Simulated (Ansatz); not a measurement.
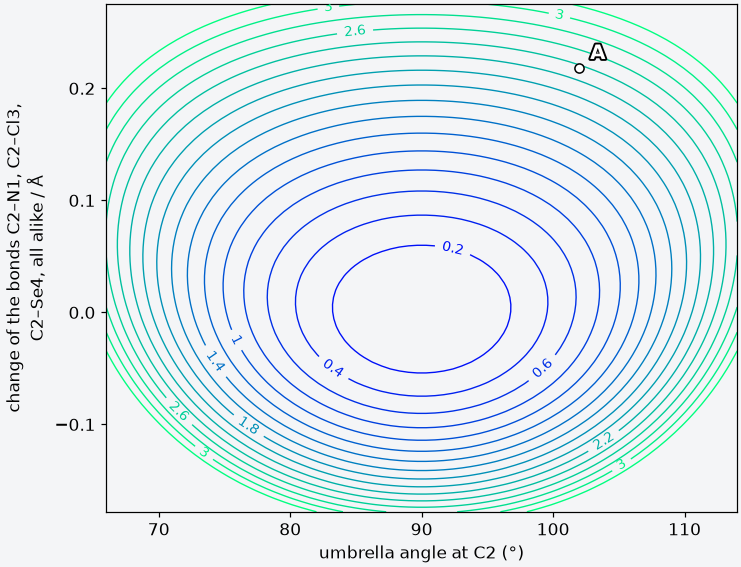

CH2ClNSe, SMILES NC(Cl)=[Se]. First axis: umbrella angle at C2 (between each of its bonds and their common axis; 90 is planar). Second axis: change of the bonds C2–N1, C2–Cl3, C2–Se4, all alike. Nothing is relaxed (all other coordinates rigid). Grid: 9 × 9 points; 45 points were computed and 36 follow by symmetry. Points are written as (first, second). All energies are given in eV relative to the relaxed molecule at the same level. The restricted reference is unstable at some or all points, so the energies there are unreliable. Theory: Ansatz, RHF-MP2, frozen core/def2-TZVP.

The picture shows contour lines labelled in eV (none above 3.2), the point A. Between grid points the surface is interpolated.

Q: Which way does the force act at A, and how strong is it?

A: A, at (102°, 0.218 Å), is not a stationary point. The computed force is 0.057 eV for each degree towards smaller values of the first coordinate and 14 eV for each Å towards smaller values of the second coordinate.
